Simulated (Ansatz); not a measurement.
**CH3AlF2O (SMILES C[O][Al]([F])[F]): MP2/6-31G(d) (spherical functions)**

What is the vertical ionisation energy of CH3AlF2O at MP2/6-31G* (spherical functions)? 

The results are computed with Ansatz 0.2.0.

128 further runs of the same task are left out: 128 set aside as unsound or not needed.

## (1) The molecule

CH3AlF2O has 8 atoms, charge 0, and is taken as a singlet. SMILES: `C[O][Al]([F])[F]`. The shape is that of a PBE0-D4/def2-TZVP optimisation.

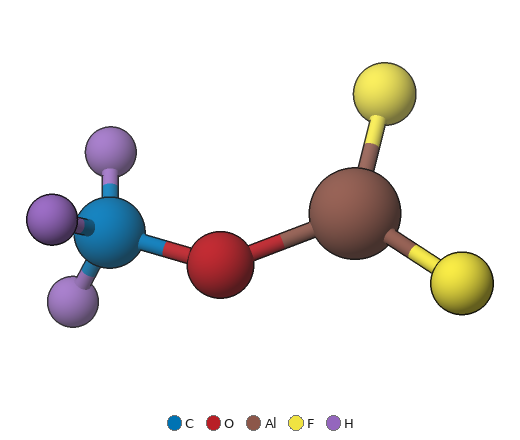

The structure, seen from a chosen angle (carbon blue, oxygen red, aluminium brown, fluorine yellow, hydrogen purple).

## (2) The energy at MP2/6-31G(d) (spherical functions)

Contents of run.yaml:

```yaml
crystal:
  periodic: [false, false, false]
  atoms:
    - symbol: C
      position_ang: [-0.239000, 0.900700, 0.881500]
    - symbol: O
      position_ang: [-0.459800, -0.316300, 0.222600]
    - symbol: Al
      position_ang: [0.227600, -1.156300, -1.035300]
    - symbol: F
      position_ang: [-0.392600, -2.602700, -1.474500]
    - symbol: F
      position_ang: [1.520300, -0.581200, -1.861800]
    - symbol: H
      position_ang: [0.609600, 1.454200, 0.465200]
    - symbol: H
      position_ang: [-0.042800, 0.715700, 1.941600]
    - symbol: H
      position_ang: [-1.131100, 1.528900, 0.804800]
basis:
  gaussian: {orbitals: 6-31G_st_-spherical.json}
correlation: {method: mp2, frozen_orbitals: {Al: 5, C: 1, F: 1, H: 0, O: 1}}
accuracy: high
```

The basis set 6-31G* is read from a file made from the Basis Set Exchange's data (not shown).

Started as:

```
$ ansatz run run.yaml --threads 1 --pin off --max-ram 3480MiB --events-out events.jsonl --progress --plain --runs-dir runs
```

What it wrote:

```text
Warning: RAYON_NUM_THREADS=1 ignored (pool sized by the plan → 1); use --threads N
Functional definition: HF
  name "HF"
  exchange = exact_x
  correlation = 0
1751 factors; integrals over basis functions are off by at most 8.8e-9 eV
mean field evaluation 1: about -15110.7463 eV, gradient 4.6e1 eV
mean field evaluation 2: about -15110.8308 eV, gradient 4.6e1 eV
mean field evaluation 4: about -15114.5524 eV, gradient 2.3e0 eV
mean field evaluation 8: about -15114.5788 eV, gradient 2.0e-1 eV
mean field -15114.57900777 eV, -555.4505335059 hartree, gradient 8.6e-8 eV, S^2 0.000000; 0 other end points of the search recorded, 0 dependent functions left out
9 core orbitals not correlated: weight in the atoms' cores, before any rotation towards them, 1.000 or more for the frozen orbitals, at most 0.000 for the correlated occupied ones
reference -15114.57900777 eV, -555.4505335059 hartree; 15, 15 occupied and 56, 56 virtual orbitals, 1751 factors
second order -19.04292035 eV of doubles, -0.00000000 eV of singles
Total energy: -15133.62192812 eV, -556.1503479210 hartree
```

It took 2.3 s on 1 thread of Intel Xeon Platinum 8488C (Sapphire Rapids), shared host; peak memory 0.22 GiB.

## (3) The doublet cation

Contents of input.yaml:

```yaml
crystal:
  periodic: [false, false, false]
  atoms:
    - {symbol: C, position_ang: [-0.239000, 0.900700, 0.881500]}
    - {symbol: O, position_ang: [-0.459800, -0.316300, 0.222600]}
    - {symbol: Al, position_ang: [0.227600, -1.156300, -1.035300]}
    - {symbol: F, position_ang: [-0.392600, -2.602700, -1.474500]}
    - {symbol: F, position_ang: [1.520300, -0.581200, -1.861800]}
    - {symbol: H, position_ang: [0.609600, 1.454200, 0.465200]}
    - {symbol: H, position_ang: [-0.042800, 0.715700, 1.941600]}
    - {symbol: H, position_ang: [-1.131100, 1.528900, 0.804800]}
basis:
  gaussian:
    orbitals: 6-31G_st_-spherical.json
total_charge: 1
magnetization:
  spin_polarized: true
  initial_magnetization: 1
correlation:
  method: mp2
  frozen_orbitals: {Al: 5, C: 1, F: 1, H: 0, O: 1}
accuracy: high
```

The basis set 6-31G* is read from a file made from the Basis Set Exchange's data (not shown).

Started as:

```
$ ansatz run input.yaml --threads 1 --pin off --max-ram 3480MiB --events-out events.jsonl --progress --plain --runs-dir runs
```

What it wrote, shortened:

```text
Warning: RAYON_NUM_THREADS=1 ignored (pool sized by the plan → 1); use --threads N
Functional definition: HF
  name "HF"
[...]
1749 factors; integrals over basis functions are off by at most 8.8e-9 eV
[...]
mean field -15104.32965832 eV, -555.0738768608 hartree, gradient 6.0e-8 eV, S^2 0.759849; 4 other end points of the search recorded, 0 dependent functions left out
9 core orbitals not correlated: weight in the atoms' cores, before any rotation towards them, 1.000 or more for the frozen orbitals, at most 0.000 for the correlated occupied ones
reference -15104.32965832 eV, -555.0738768608 hartree; 15, 14 occupied and 56, 57 virtual orbitals, 1749 factors
second order -17.85126299 eV of doubles, -0.00000000 eV of singles
Total energy: -15122.18092130 eV, -555.7298986755 hartree
```

Wall time 6.3 s (1 thread of Intel Xeon Platinum 8488C (Sapphire Rapids), shared host); peak memory 0.28 GiB.

## (4) Results

At MP2/6-31G* (spherical functions), 9 core orbitals frozen:

| quantity | value |
| --- | --- |
| singlet CH3AlF2O: total energy | -556.15035 Eh |
| singlet CH3AlF2O: correlation energy (9 core orbitals frozen) | -699.8 mEh |
| doublet cation: total energy | -555.72990 Eh |
| doublet cation: correlation energy (9 core orbitals frozen) | -656.0 mEh |
| doublet cation: ⟨S²⟩ of the reference determinant | 0.760 |
| vertical ionisation energy (to the doublet cation) | 11.441 eV |

In words: Removing an electron at fixed nuclei costs 11.44 eV (1104 kJ/mol).
